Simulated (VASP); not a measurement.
Band structure of Hf$_{3}$Si (relaxed from the D03 structure, space group Fm-3m). These are PBEsol GGA, VASP's PBE PAW potentials (set 64) (plane waves; VASP 6.6.1) values and carry that method's errors.

Unless said otherwise, spin-orbit coupling is left out, though it shifts the bands of the heavy elements here.

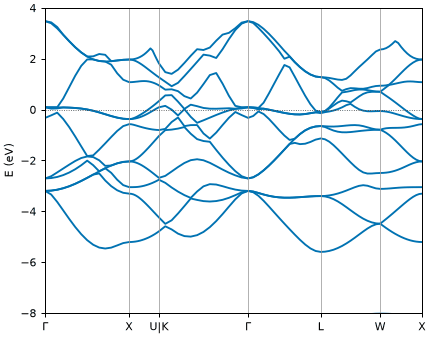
Fig. 1. Bands along high-symmetry lines, zero at the valence-band maximum or, without a gap, the Fermi level

**Question.** Read the plot: is there a gap, and where are the band edges?

**Answer.** It has no gap at this level: it comes out as a metal or semimetal. (Edges off the drawn lines would not show.)

The structure was generated: Hf3Si was put into the D03 type (Fm-3m), which need not be its known phase. It was relaxed first, which changed the volume by -29 %.
